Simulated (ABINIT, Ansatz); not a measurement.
# YSn3 (Pm-3m): phonons by linear response

Aim: the phonon dispersion of YSn3 (Pm-3m), checked by a second program.

Main program and level: ABINIT 10.8.3; DFT PBEsol, scalar-relativistic, plane waves, PseudoDojo norm-conserving pseudopotentials.

### Step 1. Starting point

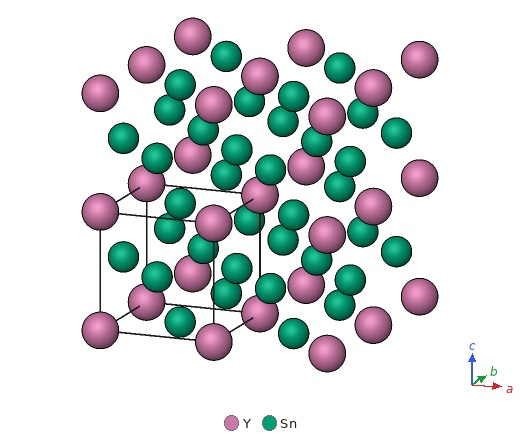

The starting structure, seen slightly off an axis (yttrium pink, tin teal). 2×2×2 cells are drawn. Some periodic images of atoms are drawn too.

### Step 2. A first look

A first run with smearing and empty bands tells whether the crystal has a gap, which decides between fixed occupations and smearing later on.

File probe.abi:

```
# ground state
tolvrs 1.0d-08
prtden 1
prtwf 1

# basis, mesh and filling
ecut 32.0
ngkpt 4 4 4
nshiftk 1
shiftk 0.0 0.0 0.0
istwfk *1
occopt 7
tsmear 0.005
nband 36
nstep 100
diemac 9.0
prtebands 0
prtgsr 0

# cell and atoms
acell 8.817462097 8.817462097 8.817462097
rprim 
    1.0 0.0 0.0
    0.0 1.0 0.0
    0.0 0.0 1.0
ntypat 2
znucl 39 50
natom 4
typat 1 2 2 2
xred 
    0.0 0.0 0.0
    0.0 0.5 0.5
    0.5 0.0 0.5
    0.5 0.5 0.0
pp_dirpath "./pseudo"
pseudos "Y.upf, Sn.upf"
```

The run is started by

```
$ OMP_NUM_THREADS=1 mpirun -n 10 abinit probe.abi > probe.log
```

Numbers of over 12 decimals in the logs are rounded to 6 here.

probe.abo, the main output file:

```text
[banners, grids, parts of the stress and lines that vanish by symmetry left out]
- input  file    -> probe.abi
- output file    -> probe.abo
- root for input  files -> probei
[...]
Symmetries : space group Pm -3 m (#221); Bravais cP (primitive cubic)
[...]
mpw =        6031          nfft =      110592          nkpt =          10
[...]
== DATASET  1 ==================================================================
[...]
cutoff_energies: {ecut:  32.0, pawecutdg:  -1.0, }
[...]
ETOT  1  -276.39616610344    -2.764E+02 2.988E-01 2.887E+01
 ETOT  2  -276.74365865149    -3.475E-01 3.109E-02 7.607E-01
 ETOT  3  -276.74384684207    -1.882E-04 3.265E-03 4.850E-02
 ETOT  4  -276.74386229617    -1.545E-05 1.042E-03 1.319E-03
 ETOT  5  -276.74386260968    -3.135E-07 2.996E-03 6.173E-05
 ETOT  6  -276.74386262787    -1.819E-08 1.041E-03 1.459E-06
 ETOT  7  -276.74386262801    -1.355E-10 1.766E-03 7.921E-08
 ETOT  8  -276.74386262802    -1.728E-11 4.051E-04 2.110E-10
 At SCF step    8       vres2   =  2.11E-10 < tolvrs=  1.00E-08 =>converged.
[...]
sigma(1 1)=  7.46910014E-05  sigma(3 2)=  0.00000000E+00
  sigma(2 2)=  7.46910014E-05  sigma(3 1)=  0.00000000E+00
  sigma(3 3)=  7.46910014E-05  sigma(2 1)=  0.00000000E+00
[...]
convergence: {deltae: -1.728E-11, res2:  2.110E-10, residm:  4.051E-04, diffor: null, }
etotal    :  -2.76743863E+02
[...]
sigma(1 1)=  7.46910014E-05  sigma(3 2)=  0.00000000E+00
  sigma(2 2)=  7.46910014E-05  sigma(3 1)=  0.00000000E+00
  sigma(3 3)=  7.46910014E-05  sigma(2 1)=  0.00000000E+00
[...]
- sigma(1 1)=  2.19748513E+00  sigma(3 2)=  0.00000000E+00
- sigma(2 2)=  2.19748513E+00  sigma(3 1)=  0.00000000E+00
- sigma(3 3)=  2.19748513E+00  sigma(2 1)=  0.00000000E+00
[...]
fcart     -0.0000000000E+00 -0.0000000000E+00 -0.0000000000E+00
           strten      7.4691001363E-05  7.4691001363E-05  7.4691001363E-05
================================================================================

[key lines of the parts left out:]
pressure_GPa:  -2.1975E+00
```

The job ended after 11 s (10 MPI ranks of Arm Neoverse V1, shared host; 1.7 min of CPU time).

Numbers from this step:

```
volume per atom   : 25.40 Å³
pressure          : -2.197 GPa
gap on the k-mesh : 0 eV
```

No gap opens on this mesh, so smearing is kept; the printed pressure holds the stress of the finite basis too.

### Step 3. Relaxing the cell and atoms

The harmonic expansion needs vanishing forces, and a free crystal bears no stress, so cell and atoms are brought to rest. Stress is more sensitive to the basis than forces are: the last 3 Ha under the cutoff are smoothed with ecutsm, and the cutoff is raised above that of the later runs.

File relax.abi:

```
# relaxation
ionmov 2
optcell 2
dilatmx 1.08
ntime 40
tolmxf 1.0d-05
tolvrs 1.0d-14
prtwf 0
prtden 0
chksymtnons 0

# basis, mesh and filling
ecut 40.0
ecutsm 3.0
ngkpt 8 8 8
nshiftk 1
shiftk 0.0 0.0 0.0
istwfk *1
occopt 7
tsmear 0.01
nband 36
nstep 100
diemac 1000000.0
prtebands 0
prtgsr 0

# cell and atoms
acell 8.817462097 8.817462097 8.817462097
rprim 
    1.0 0.0 0.0
    0.0 1.0 0.0
    0.0 0.0 1.0
ntypat 2
znucl 39 50
natom 4
typat 1 2 2 2
xred 
    0.0 0.0 0.0
    0.0 0.5 0.5
    0.5 0.0 0.5
    0.5 0.5 0.0
pp_dirpath "./pseudo"
pseudos "Y.upf, Sn.upf"
```

The run is started by

```
$ OMP_NUM_THREADS=1 mpirun -n 16 abinit relax.abi > relax.log
```

relax.abo, the main output file:

```text
[banners, grids, parts of the stress and lines that vanish by symmetry left out]
- input  file    -> relax.abi
- output file    -> relax.abo
- root for input  files -> relaxi
[...]
Symmetries : space group Pm -3 m (#221); Bravais cP (primitive cubic)
[...]
mpw =       10488          nfft =      216000          nkpt =          35
[...]
== DATASET  1 ==================================================================
[...]
-    --> not optimal distribution: autoparal keyword recommended in input file <--
[...]
cutoff_energies: {ecut:  40.0, pawecutdg:  -1.0, }
[...]
ETOT  1  -276.23799007640    -2.762E+02 4.133E-01 5.387E+01
 ETOT  2  -276.74798379901    -5.100E-01 6.741E-02 6.384E+00
 ETOT  3  -276.74868271063    -6.989E-04 4.957E-03 4.606E-01
 ETOT  4  -276.74873611518    -5.340E-05 3.142E-03 7.720E-03
 ETOT  5  -276.74873673076    -6.156E-07 1.141E-03 1.161E-04
[...]
At SCF step   11       vres2   =  1.57E-15 < tolvrs=  1.00E-14 =>converged.
[...]
sigma(1 1)=  2.47739546E-05  sigma(3 2)=  0.00000000E+00
  sigma(2 2)=  2.47739546E-05  sigma(3 1)=  0.00000000E+00
  sigma(3 3)=  2.47739546E-05  sigma(2 1)=  0.00000000E+00
[...]
convergence: {deltae:  6.537E-12, res2:  1.575E-15, residm:  1.310E-04, diffor: null, }
etotal    :  -2.76748737E+02
[...]
ETOT  1  -276.74864729782    -2.767E+02 5.459E-02 1.677E+00
[...]
At SCF step   10       vres2   =  1.34E-15 < tolvrs=  1.00E-14 =>converged.
[...]
sigma(1 1)=  2.00900663E-05  sigma(3 2)=  0.00000000E+00
  sigma(2 2)=  2.00900663E-05  sigma(3 1)=  0.00000000E+00
  sigma(3 3)=  2.00900663E-05  sigma(2 1)=  0.00000000E+00
[...]
convergence: {deltae: -7.049E-12, res2:  1.344E-15, residm:  4.450E-05, diffor: null, }
etotal    :  -2.76748771E+02
[...]
ETOT  1  -276.74664802013    -2.767E+02 1.639E-01 2.983E+01
[...]
At SCF step   11       vres2   =  7.06E-17 < tolvrs=  1.00E-14 =>converged.
[...]
sigma(1 1)= -3.43552271E-07  sigma(3 2)=  0.00000000E+00
  sigma(2 2)= -3.43552271E-07  sigma(3 1)=  0.00000000E+00
  sigma(3 3)= -3.43552271E-07  sigma(2 1)=  0.00000000E+00
[...]
convergence: {deltae: -2.501E-12, res2:  7.056E-17, residm:  3.882E-06, diffor: null, }
etotal    :  -2.76748835E+02
[...]
ETOT  1  -276.74883469727    -2.767E+02 3.301E-06 8.389E-03
[...]
ETOT  8  -276.74883531324     9.550E-12 2.123E-06 2.244E-14
 ETOT  9  -276.74883531325    -9.152E-12 5.160E-06 3.192E-16
 At SCF step    9       vres2   =  3.19E-16 < tolvrs=  1.00E-14 =>converged.
[...]
sigma(1 1)=  4.59833671E-09  sigma(3 2)=  0.00000000E+00
  sigma(2 2)=  4.59833670E-09  sigma(3 1)=  0.00000000E+00
  sigma(3 3)=  4.59833669E-09  sigma(2 1)=  0.00000000E+00
[...]
convergence: {deltae: -9.152E-12, res2:  3.192E-16, residm:  5.160E-06, diffor: null, }
etotal    :  -2.76748835E+02
[...]
At Broyd/MD step   4, gradients are converged :
[...]
sigma(1 1)=  4.59833671E-09  sigma(3 2)=  0.00000000E+00
  sigma(2 2)=  4.59833670E-09  sigma(3 1)=  0.00000000E+00
  sigma(3 3)=  4.59833669E-09  sigma(2 1)=  0.00000000E+00
[...]
- sigma(1 1)=  1.35287737E-04  sigma(3 2)=  0.00000000E+00
- sigma(2 2)=  1.35287736E-04  sigma(3 1)=  0.00000000E+00
- sigma(3 3)=  1.35287736E-04  sigma(2 1)=  0.00000000E+00
[...]
fcart     -0.0000000000E+00 -0.0000000000E+00 -0.0000000000E+00
           strten      4.5983367097E-09  4.5983366993E-09  4.5983366854E-09
================================================================================

[key lines of the parts left out:]
pressure_GPa:  -1.3529E-04
Total energy (etotal) [Ha]= -2.76748835313254E+02
```

The job ended after 3.5 min (16 MPI ranks).

Relaxation path:

| step | energy less that of the first step (eV) | largest force (eV/Å) | volume (Å³) |
| --- | --- | --- | --- |
| 1 | 0.0000 | 0.0000 | 101.59 |
| 2 | -0.0009 | 0.0000 | 101.36 |
| 3 | -0.0027 | 0.0000 | 100.40 |
| 4 | -0.0027 | 0.0000 | 100.42 |

| conventional cell, symmetrised | before | after | change |
| --- | --- | --- | --- |
| a (Å) | 4.666 | 4.648 | -0.4 % |
| b (Å) | 4.666 | 4.648 | -0.4 % |
| c (Å) | 4.666 | 4.648 | -0.4 % |
| volume (Å³/atom) | 25.40 | 25.10 | -1.1 % |

Final coordinates:

```xyz
4
Lattice="4.6481 0.0000 0.0000 0.0000 4.6481 0.0000 0.0000 0.0000 4.6481" Properties=species:S:1:pos:R:3 pbc="T T T"
Y     0.0000    0.0000    0.0000
Sn    0.0000    2.3240    2.3240
Sn    2.3240    0.0000    2.3240
Sn    2.3240    2.3240    0.0000
```

This step gave:

```
volume per atom : 25.10 Å³
pressure        : -1.35e-4 GPa
```

The volume changes by -1.1 % in this run and stands -1.1 % from the first cell.

### Step 4. Self-consistent run for the response

First-order wavefunctions inherit every error of the ground state, hence the very tight tolvrs. Smearing stays on, as the first look found no gap above 0.3 eV.

File gs.abi:

```
# ground state
tolvrs 1.0d-16
prtden 1
prtwf 1

# basis, mesh and filling
ecut 32.0
ngkpt 8 8 8
nshiftk 1
shiftk 0.0 0.0 0.0
istwfk *1
occopt 7
tsmear 0.01
nband 36
nstep 100
diemac 1000000.0
prtebands 0
prtgsr 0

# cell and atoms
acell 8.783591308 8.783591308 8.783591308
rprim 
    1.0 0.0 0.0
    0.0 1.0 0.0
    0.0 0.0 1.0
ntypat 2
znucl 39 50
natom 4
typat 1 2 2 2
xred 
    0.0 0.0 0.0
    0.0 0.5 0.5
    0.5 0.0 0.5
    0.5 0.5 0.0
pp_dirpath "./pseudo"
pseudos "Y.upf, Sn.upf"
```

The run is started by

```
$ OMP_NUM_THREADS=1 mpirun -n 16 abinit gs.abi > gs.log
```

gs.abo, the main output file:

```text
[banners, grids, parts of the stress and lines that vanish by symmetry left out]
- input  file    -> gs.abi
- output file    -> gs.abo
- root for input  files -> gsi
[...]
Symmetries : space group Pm -3 m (#221); Bravais cP (primitive cubic)
[...]
mpw =        5904          nfft =      110592          nkpt =          35
[...]
== DATASET  1 ==================================================================
[...]
-    --> not optimal distribution: autoparal keyword recommended in input file <--
[...]
cutoff_energies: {ecut:  32.0, pawecutdg:  -1.0, }
[...]
ETOT  1  -276.35311305459    -2.764E+02 3.157E-01 2.418E+01
 ETOT  2  -276.74709588950    -3.940E-01 1.193E-02 1.179E+00
 ETOT  3  -276.74725683763    -1.609E-04 3.218E-03 2.317E-01
 ETOT  4  -276.74732240982    -6.557E-05 1.969E-03 2.626E-03
 ETOT  5  -276.74732289580    -4.860E-07 2.384E-03 4.325E-05
[...]
ETOT 11  -276.74732290203    -4.547E-12 2.183E-04 3.962E-16
 ETOT 12  -276.74732290202     8.242E-12 1.861E-04 3.148E-18
 At SCF step   12       vres2   =  3.15E-18 < tolvrs=  1.00E-16 =>converged.
[...]
sigma(1 1)=  4.02931273E-05  sigma(3 2)=  0.00000000E+00
  sigma(2 2)=  4.02931273E-05  sigma(3 1)=  0.00000000E+00
  sigma(3 3)=  4.02931273E-05  sigma(2 1)=  0.00000000E+00
[...]
convergence: {deltae:  8.242E-12, res2:  3.148E-18, residm:  1.861E-04, diffor: null, }
etotal    :  -2.76747323E+02
[...]
sigma(1 1)=  4.02931273E-05  sigma(3 2)=  0.00000000E+00
  sigma(2 2)=  4.02931273E-05  sigma(3 1)=  0.00000000E+00
  sigma(3 3)=  4.02931273E-05  sigma(2 1)=  0.00000000E+00
[...]
- sigma(1 1)=  1.18546473E+00  sigma(3 2)=  0.00000000E+00
- sigma(2 2)=  1.18546473E+00  sigma(3 1)=  0.00000000E+00
- sigma(3 3)=  1.18546473E+00  sigma(2 1)=  0.00000000E+00
[...]
fcart     -0.0000000000E+00 -0.0000000000E+00 -0.0000000000E+00
           strten      4.0293127271E-05  4.0293127271E-05  4.0293127271E-05
================================================================================

[key lines of the parts left out:]
pressure_GPa:  -1.1855E+00
```

Elapsed: 33 s, on 16 MPI ranks.

This step gave:

| Item | Value |
| --- | --- |
| pressure | -1.185 GPa |

The cell stands at -1.2 GPa: the relaxation ran with a smoothed and higher cutoff, and the difference is a stress of the finite basis.

(Continued in part 2 of 5.)

[Host names and launcher messages were left out of these logs when they were recorded.]

[Logs are printed without paths, hosts, clocks, repeated set-up lines and the standing remarks that a program may print on its own settings, such as how far it seeks lower states.]

[Hosts, paths, dates, database ids (printed as entryN), source tags and the programs' standing remarks are cut or masked in the printed files.]
